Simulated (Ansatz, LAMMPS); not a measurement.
**Glassy 73SiO2-27K2O (mol %) (90 atoms), the relaxed geometry**

The starting structure: 90 atoms (22 Si, 16 K, 52 O) placed at random at 2.4 g/cm³, melted at 4000 K for 10 ps at fixed volume with the Morse and Coulomb pair potential with partial charges (Pedone, Malavasi, Menziani, Cormack and Segre, J. Phys. Chem. B 110, 11780 (2006)). Quenched from 4000 K to 300 K at 50 K/ps and fixed volume, held 10 ps at zero pressure.

Calculated values (Ansatz 0.2.0, Kohn-Sham DFT, PBE, PAW (set soft_2), plane waves; cutoff 420 eV, Γ point, fermi-dirac smearing of 0.05 eV; density 2.38 g/cm³) for the relaxed geometry.

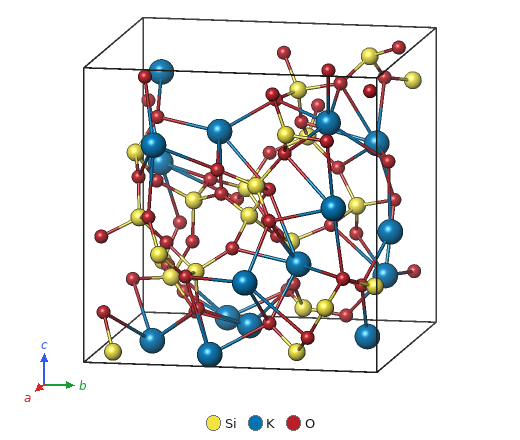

The structure (silicon yellow, potassium blue, oxygen red). Bonds to atoms that aren't drawn are left out.

Cell vectors (Å):

```
11.319 0.000 0.000
0.000 11.319 0.000
0.000 0.000 11.319
```

Positions (Å):

```
1 Si 9.316 7.818 0.319
2 Si 10.716 2.778 4.128
3 Si 0.092 10.440 9.284
4 Si 8.336 1.535 5.113
5 Si 0.956 0.959 2.178
6 Si 2.397 6.674 0.791
7 Si 8.778 6.140 6.560
8 Si 1.937 8.655 4.714
9 Si 8.711 10.718 2.846
10 Si 10.236 7.587 8.816
11 Si 6.065 0.934 7.200
12 Si 4.531 2.874 5.165
13 Si 11.261 9.307 2.397
14 Si 6.340 5.378 4.972
15 Si 10.110 0.880 0.227
16 Si 3.725 6.479 3.569
17 Si 3.849 6.769 9.425
18 Si 2.772 9.316 10.625
19 Si 8.009 3.649 3.042
20 Si 1.962 4.392 5.245
21 Si 1.502 6.663 7.233
22 Si 4.153 1.928 2.124
23 K 9.745 2.370 8.159
24 K 9.978 9.364 6.006
25 K 6.797 8.520 8.723
26 K 7.867 7.593 3.439
27 K 1.867 3.636 0.231
28 K 5.680 10.701 4.418
29 K 6.560 4.278 8.203
30 K 10.796 6.106 3.171
31 K 6.802 1.732 0.118
32 K 3.455 9.724 7.408
33 K 1.377 0.963 6.020
34 K 6.136 9.906 0.448
35 K 3.684 1.453 9.907
36 K 5.799 5.291 0.654
37 K 3.400 10.046 2.332
38 K 9.726 4.538 0.179
39 O 9.245 0.342 1.585
40 O 2.284 8.309 0.545
41 O 5.856 1.741 8.561
42 O 10.458 9.211 8.665
43 O 7.044 6.285 6.124
44 O 0.128 1.451 3.517
45 O 0.189 1.609 0.886
46 O 9.570 6.813 5.350
47 O 3.038 6.054 10.693
48 O 8.931 7.272 7.863
49 O 8.945 4.676 7.154
50 O 1.438 5.184 6.547
51 O 8.572 0.116 4.370
52 O 7.601 1.362 6.540
53 O 5.062 0.624 2.160
54 O 0.245 6.813 8.218
55 O 0.616 3.755 4.579
56 O 3.868 8.407 9.738
57 O 2.479 1.465 2.284
58 O 3.541 10.595 11.135
59 O 1.162 5.819 1.246
60 O 4.997 1.535 5.957
61 O 8.798 6.656 1.298
62 O 2.686 5.368 4.166
63 O 2.984 3.207 5.730
64 O 9.319 1.954 10.700
65 O 4.241 2.885 0.837
66 O 7.364 9.934 2.624
67 O 9.847 2.193 5.397
68 O 5.269 6.242 4.045
69 O 4.401 2.800 3.563
70 O 9.713 3.599 3.144
71 O 7.561 3.640 1.547
72 O 5.312 6.200 9.291
73 O 1.524 9.643 9.611
74 O 3.347 7.940 4.193
75 O 0.867 8.411 3.459
76 O 5.497 4.132 5.626
77 O 10.112 7.041 10.332
78 O 9.978 9.738 3.312
79 O 2.258 10.163 5.048
80 O 2.918 6.709 8.039
81 O 5.877 10.664 7.152
82 O 10.718 10.936 10.693
83 O 3.671 6.550 1.940
84 O 7.509 2.423 4.037
85 O 7.491 4.963 3.896
86 O 10.695 8.519 1.127
87 O 0.858 10.646 2.083
88 O 1.458 7.825 6.068
89 O 0.315 0.271 8.203
90 O 8.263 8.828 10.998
```

**Question.** What Löwdin charge does each atom carry?

Charges in e, in the order of the atoms, ten a line:

```
+1.582 +1.734 +1.673 +1.712 +1.718 +1.646 +1.567 +1.629 +1.651 +1.728
+1.567 +1.727 +1.720 +1.720 +1.658 +1.748 +1.643 +1.629 +1.674 +1.763
+1.759 +1.588 +0.861 +0.880 +0.860 +0.870 +0.885 +0.868 +0.866 +0.854
+0.858 +0.882 +0.872 +0.865 +0.871 +0.859 +0.880 +0.866 -0.803 -0.808
-0.981 -0.822 -0.814 -0.803 -0.830 -0.989 -0.828 -0.840 -0.968 -0.786
-0.819 -0.806 -0.989 -0.787 -0.796 -0.847 -0.818 -0.972 -0.948 -0.826
-1.000 -0.791 -0.810 -0.968 -0.998 -0.971 -0.798 -0.802 -0.796 -0.808
-0.949 -0.956 -0.822 -0.821 -0.809 -0.802 -0.808 -0.830 -0.968 -0.811
-0.983 -0.788 -0.817 -0.790 -0.808 -0.780 -0.802 -0.810 -0.982 -0.974
```

Forces are small here, 0.014 eV/Å r.m.s. The Löwdin charges lack the electrons that the projection spills, 0.067 e an atom on average.

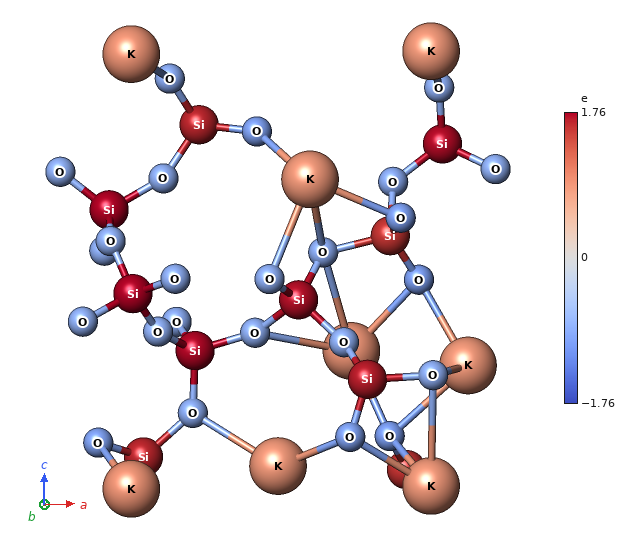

Atoms coloured by Löwdin charge. Drawn is a slice 5 Å thick, seen along the normal of the ac plane.

[Logs are printed without paths, hosts, clocks, repeated set-up lines and the standing remarks that a program may print on its own settings, such as how far it seeks lower states.]

[Hosts, paths, dates, database ids (printed as entryN), source tags and the programs' standing remarks are cut or masked in the printed files.]
